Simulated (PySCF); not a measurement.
Molecule: C₇H₁₉BFPSi, SMILES CC[C@@H](B(F)P[SiH3])C(C)(C)C.

Vertical TDDFT excitations, B3LYP/def2-SVPD, PySCF 2.14.0, at a PBE0-D3(BJ)/def2-SVP geometry (no frequency check), gas phase.

### Predict the low-lying singlet excitations and the spectrum.

The lowest singlet lies at 5.02 eV (247 nm, f = 0.040); the brightest of the first 10 is S2 at 5.80 eV (214 nm), f = 0.082, mainly HOMO−1 → LUMO (78 %). No singlet lies below 3.1 eV (beyond 400 nm), so at this level no vertical transition falls in the visible.


```csv
state,E (eV),λ (nm),f,main character
S1,5.02,247,0.040,HOMO → LUMO (88 %)
S2,5.80,214,0.082,HOMO−1 → LUMO (78 %)
S3,5.94,209,0.029,HOMO → LUMO+1 (86 %)
S4,6.29,197,0.039,HOMO → LUMO+2 (92 %)
S5,6.60,188,0.062,HOMO → LUMO+3 (53 %)
S6,6.72,185,0.001,HOMO−2 → LUMO (55 %)
S7,6.77,183,0.009,HOMO−3 → LUMO (57 %)
S8,6.81,182,0.009,HOMO−1 → LUMO+1 (83 %)
S9,6.89,180,0.001,HOMO → LUMO+4 (31 %)
S10,7.03,176,0.006,HOMO → LUMO+5 (46 %)
```

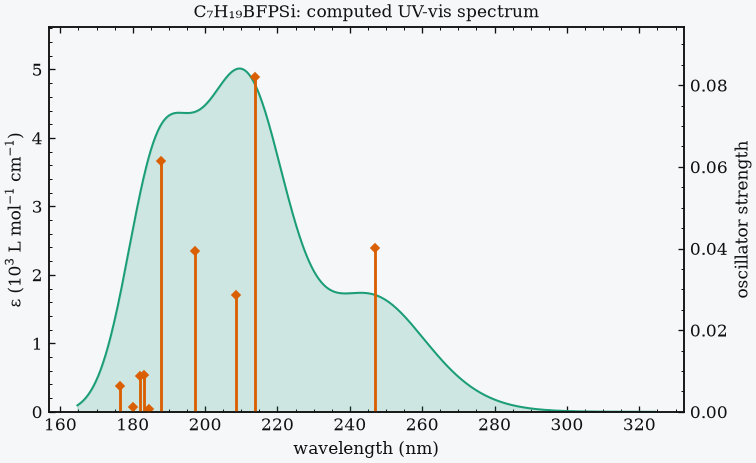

Only the first 10 singlet excitations are included; each is broadened by a Gaussian of 1/e half-width 0.40 eV. Sticks give oscillator strengths (right axis).

Note: states above the negative HOMO energy depend on the basis; one conformer of a flexible molecule; core orbitals are frozen in the response.
